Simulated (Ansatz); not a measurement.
## Geometry relaxation, with input and output: Si2H6 (part 1 of 2)

- system: Si2H6, SMILES [SiH3][SiH3]
- method: RKS B3LYP/def2-SVP (Ansatz 0.2.0)

It belongs to a series of runs on one base structure; here: end point B relaxed.

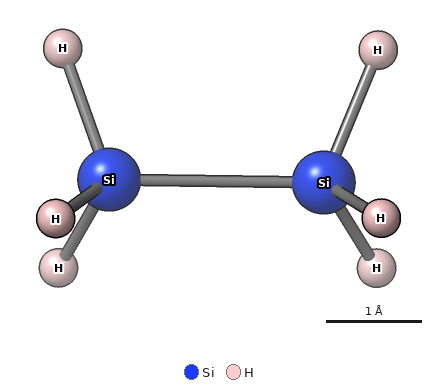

**Figure 1.** The input geometry (ball-and-stick view, seen on its broad side). Bond lengths as drawn: H–Si 1.45 to 1.54 Å and Si–Si 2.26 Å.

**The input**
```yaml
crystal:
  periodic: [false, false, false]
  atoms:
    - { symbol: Si, position_ang: [-0.3054, 0.445, -0.9708] }
    - { symbol: Si, position_ang: [0.3349, -0.5051, 0.9748] }
    - { symbol: H, position_ang: [0.7807, 0.9443, -1.8016] }
    - { symbol: H, position_ang: [-1.0691, -0.4536, -1.8123] }
    - { symbol: H, position_ang: [-1.2073, 1.6681, -0.719] }
    - { symbol: H, position_ang: [-0.15904, -1.92146, 1.05721] }
    - { symbol: H, position_ang: [-0.26188, 0.24629, 2.12971] }
    - { symbol: H, position_ang: [1.77304, -0.5367, 1.1266] }
basis:
  gaussian: { orbitals: def2-SVP }
hamiltonian:
  xc: b3lyp
relax:
  f_tol: 0.015
  max_steps: 40
output:
  orbitals: {}
```

Launched with:
```bash
ansatz run input.yaml --threads 1 --pin off --max-ram 2048MiB --backend cpu --events-out ev --progress --plain --runs-dir out
```

**Output**
```
The last accepted step is kept in [file] (removed where the run ends without a failure and the disk answers)
Engine: ansatz 0.2.0, x86_64-unknown-linux-gnu
Functional definition: B3LYP
  parameter a0 = 0.2
  parameter ax = 0.72
  parameter ac = 0.81
  exchange = (1 - a0 - ax)*slater_x + ax*b88_x + a0*exact_x
  correlation = (1 - ac)*vwn_rpa_c + ac*lyp_c
673 factors; integrals over basis functions are off by at most 6.5e-4 eV
mean field evaluation 1: about -15848.1738 eV, gradient 1.0e1 eV
mean field evaluation 2: about -15848.6066 eV, gradient 3.4e0 eV
mean field evaluation 4: about -15848.6549 eV, gradient 1.0e-1 eV
mean field evaluation 8: about -15848.6542 eV, gradient 7.4e-4 eV
mean field -15848.65424181 eV, -582.4273007828 hartree, gradient 4.4e-5 eV, S^2 0.000000; 0 other end points of the search recorded, 0 dependent functions left out
the calculation of the forces begins
reference -15848.65448789 eV, -582.4273098261 hartree; 17, 17 occupied and 49, 49 virtual orbitals, 673 factors
relax step   1: F+E_penalty+E_count = -15848.65424181 eV  Δ(F+E_penalty+E_count) = +0.000e0 eV  max|allowed force component| = 1.601e0 eV/Å  Δτ_max = 0.0000 Å  (19 SCF iters, accepted)
these checks for a lower state are left out or cut short: starts, cluster_reference, orbital_swaps, neighbouring_geometries, increment
673 factors; integrals over basis functions are off by at most 7.3e-4 eV
mean field -15848.80273175 eV, -582.4327576875 hartree, gradient 1.7e-5 eV, S^2 0.000000; 0 other end points of the search recorded, 0 dependent functions left out
[... from here on the field's lines of each further geometry are left out, up to the last ...]
relax step   2: F+E_penalty+E_count = -15848.80273175 eV  Δ(F+E_penalty+E_count) = -1.485e-1 eV  max|allowed force component| = 3.440e-1 eV/Å  Δτ_max = 0.0709 Å  (21 SCF iters, accepted)
relax step   3: F+E_penalty+E_count = -15848.81200911 eV  Δ(F+E_penalty+E_count) = -9.277e-3 eV  max|allowed force component| = 2.445e-2 eV/Å  Δτ_max = 0.0379 Å  (20 SCF iters, accepted)
relax step   4: F+E_penalty+E_count = -15848.81238206 eV  Δ(F+E_penalty+E_count) = -3.730e-4 eV  max|allowed force component| = 2.178e-2 eV/Å  Δτ_max = 0.0225 Å  (20 SCF iters, accepted)
relax step   5: F+E_penalty+E_count = -15848.81267972 eV  Δ(F+E_penalty+E_count) = -2.977e-4 eV  max|allowed force component| = 1.094e-3 eV/Å  Δτ_max = 0.0107 Å  (18 SCF iters, accepted)
relax step   6: F+E_penalty+E_count = -15848.81269252 eV  Δ(F+E_penalty+E_count) = -1.280e-5 eV  max|allowed force component| = 2.534e-3 eV/Å  Δτ_max = 0.0028 Å  (16 SCF iters, accepted)
relax step   7: F+E_penalty+E_count = -15848.81273800 eV  Δ(F+E_penalty+E_count) = -4.548e-5 eV  max|allowed force component| = 9.867e-3 eV/Å  Δτ_max = 0.0101 Å  (18 SCF iters, accepted)
relax step   8: F+E_penalty+E_count = -15848.81077494 eV  Δ(F+E_penalty+E_count) = +1.963e-3 eV  max|allowed force component| = 1.332e-1 eV/Å  Δτ_max = 0.1464 Å  (19 SCF iters, rejected (line search))
relax step   9: F+E_penalty+E_count = -15848.81307178 eV  Δ(F+E_penalty+E_count) = -3.338e-4 eV  max|allowed force component| = 6.006e-2 eV/Å  Δτ_max = 0.0707 Å  (19 SCF iters, accepted)
relax step  10: F+E_penalty+E_count = -15848.81351986 eV  Δ(F+E_penalty+E_count) = -4.481e-4 eV  max|allowed force component| = 7.068e-2 eV/Å  Δτ_max = 0.0240 Å  (19 SCF iters, accepted)
relax step  11: F+E_penalty+E_count = -15848.81258369 eV  Δ(F+E_penalty+E_count) = +9.362e-4 eV  max|allowed force component| = 2.254e-1 eV/Å  Δτ_max = 0.1117 Å  (20 SCF iters, rejected (line search))
relax step  12: F+E_penalty+E_count = -15848.81600133 eV  Δ(F+E_penalty+E_count) = -2.481e-3 eV  max|allowed force component| = 1.016e-1 eV/Å  Δτ_max = 0.0541 Å  (19 SCF iters, accepted)
relax step  13: F+E_penalty+E_count = -15848.81932981 eV  Δ(F+E_penalty+E_count) = -3.328e-3 eV  max|allowed force component| = 1.395e-1 eV/Å  Δτ_max = 0.0732 Å  (19 SCF iters, accepted)
relax step  14: F+E_penalty+E_count = -15848.82458972 eV  Δ(F+E_penalty+E_count) = -5.260e-3 eV  max|allowed force component| = 1.795e-1 eV/Å  Δτ_max = 0.1096 Å  (19 SCF iters, accepted)
relax step  15: F+E_penalty+E_count = -15848.82687002 eV  Δ(F+E_penalty+E_count) = -2.280e-3 eV  max|allowed force component| = 2.567e-1 eV/Å  Δτ_max = 0.1301 Å  (19 SCF iters, accepted)
relax step  16: F+E_penalty+E_count = -15848.83968910 eV  Δ(F+E_penalty+E_count) = -1.282e-2 eV  max|allowed force component| = 1.579e-1 eV/Å  Δτ_max = 0.0615 Å  (19 SCF iters, accepted)
the calculation of the forces begins
reference -15848.85020130 eV, -582.4345021612 hartree; 17, 17 occupied and 49, 49 virtual orbitals, 673 factors
relax step  17: F+E_penalty+E_count = -15848.84995233 eV  Δ(F+E_penalty+E_count) = -1.026e-2 eV  max|allowed force component| = 9.621e-3 eV/Å  Δτ_max = 0.0876 Å  (19 SCF iters, accepted)
673 factors; integrals over basis functions are off by at most 6.5e-4 eV
mean field evaluation 96: about -15848.8503 eV, gradient 5.2e-1 eV
```

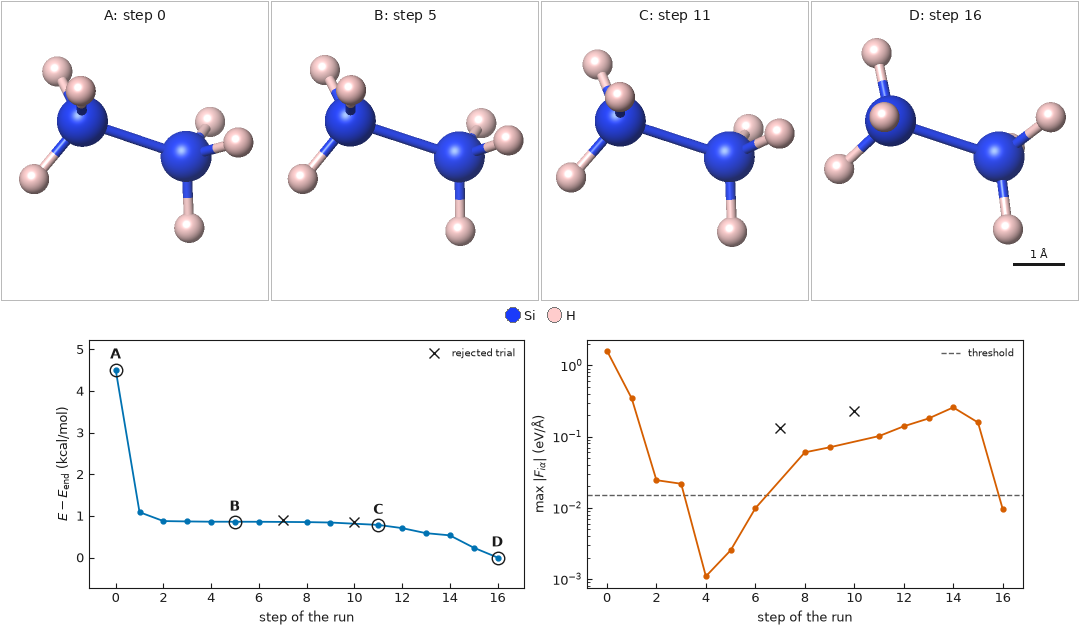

**Figure 2.** Frames of the relaxation (ball-and-stick view, seen at a tilt) above the curves, on which the letters mark them (the first geometry is step 0 here and step 1 in the log).

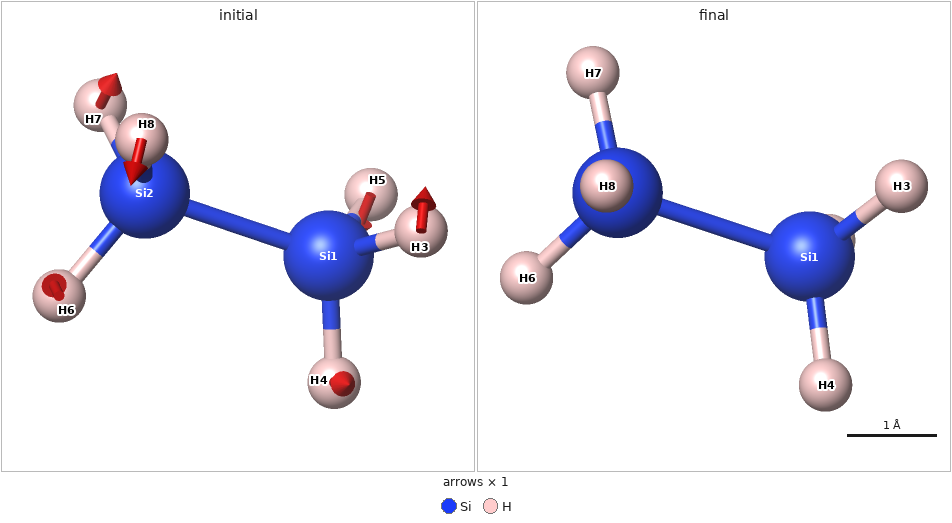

**Figure 3.** Before (left) and after (right) the relaxation, at one scale (ball-and-stick view, seen at a tilt). The red arrows give the displacements, at true length. Over 16 geometry steps the energy falls by 4.51 kcal/mol. Largest force component: 1.6 eV/Å at the start, 0.0096 eV/Å at the end. The line search rejected the trial steps at points 7, 10 (counted from 0) and went back. The largest move after the best rigid fit is that of H5, 0.60 Å. By element the largest moves are H 0.60 Å, Si 0.08 Å. Among the contacts that change: Si1–Si2 2.258 → 2.357 Å, Si1–H5 1.540 → 1.494 Å, Si1–H4 1.449 → 1.494 Å, Si1–H3 1.456 → 1.494 Å. Among the angles that change: Si2–Si1–H3 115.1° → 110.3°, H3–Si1–H5 104.9° → 108.7°, H3–Si1–H4 105.9° → 108.7°. (Atoms are counted from 1 in the order of the input.)

```
mean field -15848.84995233 eV, -582.4344930119 hartree, gradient 2.5e-5 eV, S^2 0.000000; 1 other end points of the search recorded, 0 dependent functions left out
the calculation of the forces begins
reference -15848.85020130 eV, -582.4345021612 hartree; 17, 17 occupied and 49, 49 virtual orbitals, 673 factors
Total energy: -15848.85020130 eV, -582.4345021612 hartree
Atom 0 at    -0.348464     0.491284    -1.012812 Å, force    -0.001901     0.001718    -0.002901 eV/Å
Atom 1 at     0.320178    -0.519248     1.009119 Å, force    -0.000018    -0.000439     0.003599 eV/Å
Atom 2 at     0.705244     1.434345    -1.493488 Å, force    -0.007839     0.003708     0.003462 eV/Å
Atom 3 at    -0.573590    -0.548572    -2.061093 Å, force     0.009621     0.005192    -0.000099 eV/Å
Atom 4 at    -1.618074     1.253268    -0.816718 Å, force     0.001094    -0.008774    -0.002668 eV/Å
Atom 5 at    -0.594011    -1.650661     1.348094 Å, force    -0.000209     0.007394     0.005603 eV/Å
Atom 6 at     0.283011     0.474973     2.123159 Å, force     0.007624    -0.002121    -0.005377 eV/Å
Atom 7 at     1.711627    -1.048558     0.888360 Å, force    -0.008373    -0.006679    -0.001618 eV/Å
Dipole moment:     0.000155     0.000107     0.000080 e Å
```

**Trajectory as extended XYZ (Å, eV, eV/Å), 17 frames, from step=1 to step=17**
```
8
Properties=species:S:1:pos:R:3:forces:R:3 step=1 energy=-15848.65424
Si   -0.3054    0.4450   -0.9708   -1.0081   1.6011  -0.4250
Si    0.3349   -0.5051    0.9748   -0.6287  -0.6555   1.1597
H     0.7807    0.9443   -1.8016    0.7065   0.1836  -0.2899
H    -1.0691   -0.4536   -1.8123   -0.4771  -0.6557  -0.4136
H    -1.2073    1.6681   -0.7190    0.3852  -0.5769   0.0043
H    -0.1590   -1.9215    1.0572    0.0249   0.1263  -0.0305
H    -0.2619    0.2463    2.1297    0.0862  -0.0530  -0.0944
H     1.7730   -0.5367    1.1266    0.9111   0.0301   0.0896
8
Properties=species:S:1:pos:R:3:forces:R:3 step=2 energy=-15848.80273
Si   -0.3411    0.4843   -1.0178   -0.1426   0.3440   0.0900
Si    0.3306   -0.5136    0.9945   -0.2655  -0.1478   0.2347
H     0.8423    0.9457   -1.7921    0.0497   0.0485  -0.0785
H    -1.1099   -0.4826   -1.8357   -0.1003  -0.1124  -0.1415
H    -1.2231    1.6666   -0.7130    0.1350  -0.1554  -0.0984
H    -0.1668   -1.9238    1.0602    0.0336   0.0430   0.0060
H    -0.2482    0.2369    2.1515    0.0237  -0.0205  -0.0168
H     1.8021   -0.5267    1.1371    0.2665   0.0005   0.0046
8
Properties=species:S:1:pos:R:3:forces:R:3 step=3 energy=-15848.81201
Si   -0.3457    0.4939   -1.0192   -0.0107  -0.0116  -0.0074
Si    0.3241   -0.5249    1.0151   -0.0039   0.0209  -0.0040
H     0.8330    0.9616   -1.8079    0.0186  -0.0204   0.0244
H    -1.1162   -0.4729   -1.8561    0.0024  -0.0131  -0.0024
H    -1.2187    1.6738   -0.7499   -0.0119   0.0118   0.0227
H    -0.1600   -1.9361    1.0857   -0.0007   0.0096  -0.0191
H    -0.2425    0.2221    2.1779    0.0051   0.0010  -0.0075
H     1.8121   -0.5306    1.1389    0.0011   0.0018  -0.0067
8
Properties=species:S:1:pos:R:3:forces:R:3 step=4 energy=-15848.81238
Si   -0.3525    0.4904   -1.0184    0.0203   0.0189   0.0040
Si    0.3253   -0.5187    1.0138   -0.0218  -0.0197  -0.0004
H     0.8401    0.9495   -1.7903   -0.0007   0.0061  -0.0104
H    -1.1176   -0.4753   -1.8622    0.0034  -0.0061   0.0120
H    -1.2229    1.6725   -0.7459   -0.0021   0.0006  -0.0038
H    -0.1618   -1.9287    1.0734    0.0038  -0.0080   0.0124
H    -0.2384    0.2250    2.1795    0.0017   0.0015  -0.0011
H     1.8137   -0.5279    1.1347   -0.0046   0.0066  -0.0126
8
Properties=species:S:1:pos:R:3:forces:R:3 step=5 energy=-15848.81268
Si   -0.3503    0.4928   -1.0178    0.0002   0.0005  -0.0002
Si    0.3220   -0.5211    1.0139   -0.0005  -0.0001   0.0000
H     0.8406    0.9580   -1.7891   -0.0002   0.0009   0.0005
H    -1.1090   -0.4784   -1.8608    0.0011  -0.0003   0.0000
H    -1.2280    1.6704   -0.7484   -0.0006  -0.0006  -0.0003
H    -0.1671   -1.9303    1.0812   -0.0007  -0.0001   0.0008
H    -0.2332    0.2277    2.1803    0.0008   0.0005   0.0001
H     1.8110   -0.5323    1.1253    0.0000  -0.0007  -0.0010
```
